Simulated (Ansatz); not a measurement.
**Ta2Al3: one candidate of a structure search**

Where does this trial cell of Ta2Al3 go when cell and atoms are let free?

Computed with Ansatz 0.2.0 (DFT PBE, scalar-relativistic, plane waves, PAW, unless a step's input says otherwise).

## (1) The structure to begin with

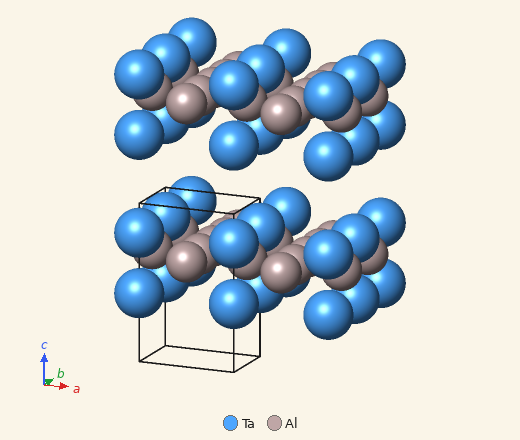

Start, viewed slightly off an axis; tantalum blue, aluminium light grey. 2×2×2 cells are drawn. Atoms on the faces are drawn again on the opposite ones.

As a file:

```
CELL_PARAMETERS angstrom
4.36251 0.00000 0.00000
-2.18126 3.77805 0.00000
0.00000 0.00000 5.48227
ATOMIC_POSITIONS crystal
Ta 0.00000 0.00000 0.43198
Ta 0.00000 0.00000 0.81360
Al 0.50000 0.00000 0.66387
Al 0.00000 0.50000 0.66387
Al 0.50000 0.50000 0.66387
```

Recipe of the guess: random cell by space group and Wyckoff sites (P6mm, No. 183). Its size is a rough estimate.

## (2) The guess as it stands, on a coarse mesh

File input.yaml:

```yaml
crystal:
  lattice:
    - [4.36251156, 0.0, 0.0]
    - [-2.18125578, 3.77804584, 0.0]
    - [0.0, 0.0, 5.48226848]
  atoms:
    - { symbol: Ta, position: [0.0, 0.0, 0.43197581] }
    - { symbol: Ta, position: [0.0, 0.0, 0.81359882] }
    - { symbol: Al, position: [0.5, 0.0, 0.663871] }
    - { symbol: Al, position: [0.0, 0.5, 0.663871] }
    - { symbol: Al, position: [0.5, 0.5, 0.663871] }
basis:
  ecutwfc: 420
kpoints:
  mp_grid: { grid: [6, 6, 4] }
hamiltonian:
  xc: pbe
scf:
  occupations: { method: gaussian, width: 0.1 }
  lower_state_search: "off"
output:
  forces: true
  stress: true
  eigenvalues: true
```

Launch:

```bash
$ ansatz run input.yaml --threads 1 --pin off --max-ram 2560MiB --backend cpu --events-out ev --progress --plain --runs-dir out
```

Further runs follow: rough relaxation on the coarse mesh; final relaxation.

Q: Predict the outcome of this session. Wanted: conventional cell; volume; energy over the elements; gap on the mesh.

As calculated:

| quantity | value |
| --- | --- |
| symmetry at the end (tolerance 0.05 Å) | space group P6/mmm (No. 191) |
| conventional cell | a = 5.405 Å, b = 5.405 Å, c = 4.920 Å, α = 90.00°, β = 90.00°, γ = 120.00° |
| volume | 24.89 Å³/atom |
| energy over the elements | +0.85 eV/atom |
| gap on the mesh | none (metal) |

In words: The symmetry goes from space group P6mm (No. 183) to space group P6/mmm (No. 191), and the volume per atom grows by 37.8 % from the first guess. With a positive formation energy it can't be a ground state. No finished test with a distortion of lower symmetry is shown, so the end may be a saddle point. The runs treat Ta without spin-orbit coupling. Where forces pass 15 eV/Å atoms stand far too close, the PAW spheres overlap strongly and those numbers are rough.
